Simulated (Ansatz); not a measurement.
**Two runs on CH5AlClFSi**

System: CH5AlClFSi.
Method of run 1: RKS PBE-D4/def2-TZVPP (Ansatz 0.2.0).

The geometry comes from this level: PBE0-D4/def2-TZVP. Text and figures count atoms from 1; the logs count them from 0 in places.

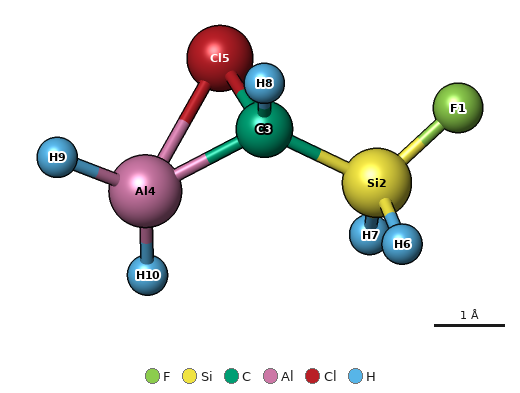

Figure 1. The input geometry (ball-and-stick view, seen at a tilt; atoms are numbered from 1 in the order of the input). Sticks mark near contacts.

**Input file, run 1**
```yaml
crystal:
  periodic: [false, false, false]
  atoms:
    - {symbol: F, position_ang: [-1.679294, -1.915308, -1.248867]}
    - {symbol: Si, position_ang: [-1.177844, -0.434322, -0.904456]}
    - {symbol: C, position_ang: [-0.038547, -0.393116, 0.545478]}
    - {symbol: Al, position_ang: [1.269745, 1.066652, 0.805438]}
    - {symbol: Cl, position_ang: [1.565900, -1.248456, 0.168759]}
    - {symbol: H, position_ang: [-2.369444, 0.373712, -0.544322]}
    - {symbol: H, position_ang: [-0.489241, 0.093013, -2.103244]}
    - {symbol: H, position_ang: [-0.415495, -0.857909, 1.455981]}
    - {symbol: H, position_ang: [1.834022, 1.274481, 2.265582]}
    - {symbol: H, position_ang: [1.583098, 1.990156, -0.437350]}
basis:
  gaussian: {orbitals: def2-TZVPP}
hamiltonian: {xc: pbe, dispersion: d4}
output: {forces: true, orbitals: {seedname: orbitals}}
```

Command:
```bash
ansatz run in.yaml --threads 4 --pin off --events-out ev --progress --plain --max-ram 10444MiB
```

Hardware: 4 threads of Arm Neoverse V1, 23 GiB of memory available, shared host.

**Output (run 1)**
```
Functional definition: PBE
  parameter kappa = 0.804
  parameter beta = 0.06672455060314922
  exchange = pbe_x(kappa = kappa, mu = beta*pi^2/3)
  correlation = pbe_c(beta = beta)
1482 factors; their error is unknown
mean field evaluation 1: about -30808.6110 eV, gradient 7.0e1 eV
mean field evaluation 2: about -30781.5320 eV, gradient 1.2e2 eV
mean field evaluation 4: about -30819.3215 eV, gradient 5.6e0 eV
mean field evaluation 8: about -30819.3967 eV, gradient 2.0e-1 eV
mean field evaluation 16: about -30819.3643 eV, gradient 2.0e-4 eV
mean field -30819.36427683 eV, -1132.5907470581 hartree, gradient 2.7e-5 eV, S^2 0.000000; 0 other end points of the search recorded, 0 dependent functions left out
the calculation of the forces begins
reference -30819.36432539 eV, -1132.5907488425 hartree; 32, 32 occupied and 226, 226 virtual orbitals, 1482 factors
Total energy: -30819.62565428 eV, -1132.6003525021 hartree
Atom 0 at    -1.679294    -1.915308    -1.248867 Å, force    -0.208659    -0.589002    -0.153775 eV/Å
Atom 1 at    -1.177844    -0.434322    -0.904456 Å, force     0.123613     0.386012     0.089275 eV/Å
Atom 2 at    -0.038547    -0.393116     0.545478 Å, force    -0.144918     0.091540    -0.012732 eV/Å
Atom 3 at     1.269745     1.066652     0.805438 Å, force     0.039316     0.116116     0.017613 eV/Å
Atom 4 at     1.565900    -1.248456     0.168759 Å, force     0.260909    -0.175027    -0.058902 eV/Å
Atom 5 at    -2.369444     0.373712    -0.544322 Å, force    -0.133881     0.111229     0.050320 eV/Å
Atom 6 at    -0.489241     0.093013    -2.103244 Å, force     0.082744     0.074218    -0.135042 eV/Å
Atom 7 at    -0.415495    -0.857909     1.455981 Å, force    -0.085913    -0.085271     0.187620 eV/Å
Atom 8 at     1.834022     1.274481     2.265582 Å, force     0.042069     0.009383     0.105094 eV/Å
Atom 9 at     1.583098     1.990156    -0.437350 Å, force     0.024720     0.060802    -0.089470 eV/Å
Dipole moment:    -0.066083     0.097150     0.155886 e Å
```

The input of run 2 differs as follows (lines with − go, lines with + come):
```diff
-hamiltonian: {xc: pbe, dispersion: d4}
+hamiltonian: {xc: {name: B3LYP}, dispersion: d4}
```

What does this change do to the results?

The total energies belong to different models, so their difference says nothing on which is more stable or more accurate. The largest force goes from 0.644 to 0.522 eV/Å. The HOMO goes from −6.92 to −7.94 eV. The LUMO goes from −2.04 to −1.31 eV. The dipole moment goes from 0.94 to 1.09 D. On the same kind of shared host run 2 took about 2.2 times as long.

**Output (run 2)**
```
Functional definition: B3LYP
  parameter a0 = 0.2
  parameter ax = 0.72
  parameter ac = 0.81
  exchange = (1 - a0 - ax)*slater_x + ax*b88_x + a0*exact_x
  correlation = (1 - ac)*vwn_rpa_c + ac*lyp_c
1528 factors; their error is unknown
mean field evaluation 1: about -30831.1447 eV, gradient 5.9e1 eV
mean field evaluation 2: about -30821.7481 eV, gradient 8.5e1 eV
mean field evaluation 4: about -30838.2720 eV, gradient 2.2e0 eV
mean field evaluation 8: about -30838.2825 eV, gradient 6.7e-2 eV
mean field evaluation 16: about -30838.3276 eV, gradient 1.1e-4 eV
mean field -30838.32763093 eV, -1133.2876374674 hartree, gradient 1.9e-5 eV, S^2 0.000000; 0 other end points of the search recorded, 0 dependent functions left out
the calculation of the forces begins
reference -30838.32793214 eV, -1133.2876485366 hartree; 32, 32 occupied and 226, 226 virtual orbitals, 1528 factors
Total energy: -30838.75359905 eV, -1133.3032915072 hartree
Atom 0 at    -1.679294    -1.915308    -1.248867 Å, force    -0.058235    -0.181248    -0.044751 eV/Å
Atom 1 at    -1.177844    -0.434322    -0.904456 Å, force    -0.045205     0.250129    -0.051456 eV/Å
Atom 2 at    -0.038547    -0.393116     0.545478 Å, force    -0.330007     0.155808     0.167843 eV/Å
Atom 3 at     1.269745     1.066652     0.805438 Å, force     0.067820     0.194923     0.067427 eV/Å
Atom 4 at     1.565900    -1.248456     0.168759 Å, force     0.392405    -0.327835    -0.102576 eV/Å
Atom 5 at    -2.369444     0.373712    -0.544322 Å, force     0.070962    -0.045269    -0.029694 eV/Å
Atom 6 at    -0.489241     0.093013    -2.103244 Å, force    -0.055584    -0.034112     0.081584 eV/Å
Atom 7 at    -0.415495    -0.857909     1.455981 Å, force     0.017105     0.042013    -0.082399 eV/Å
Atom 8 at     1.834022     1.274481     2.265582 Å, force    -0.036978     0.001132    -0.103196 eV/Å
Atom 9 at     1.583098     1.990156    -0.437350 Å, force    -0.022284    -0.055541     0.097219 eV/Å
Dipole moment:    -0.077799     0.137579     0.163119 e Å
```

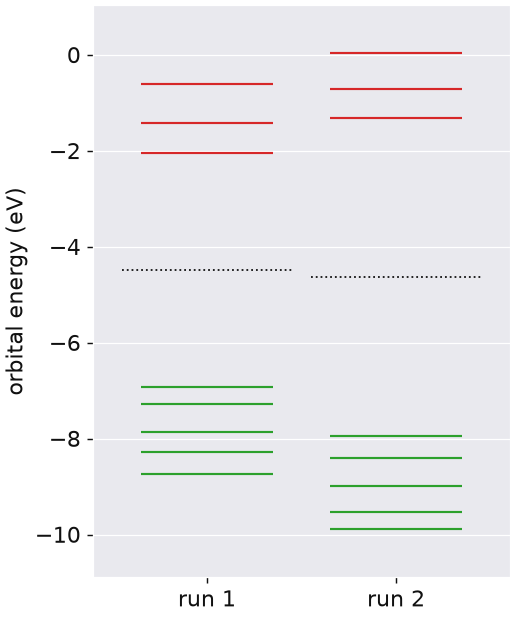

Figure 2. The five highest filled and three lowest empty orbital energies of the two runs; the dotted lines part filled from empty levels. The HOMO–LUMO gap is 4.87 eV in run 1 and 6.63 eV in run 2.

**The two runs side by side**

| quantity | run 1 | run 2 |
| --- | --- | --- |
| outcome | converged | converged |
| total energy (hartree) | −1132.600353 | −1133.303292 |
| HOMO (eV) | −6.92 | −7.94 |
| LUMO (eV) | −2.04 | −1.31 |
| dipole moment (D) | 0.94 | 1.09 |
| largest force (eV/Å) | 0.644 | 0.522 |
| basis functions | 258 | 258 |
| wall time (shared host) | 2.8 s | 6 s |
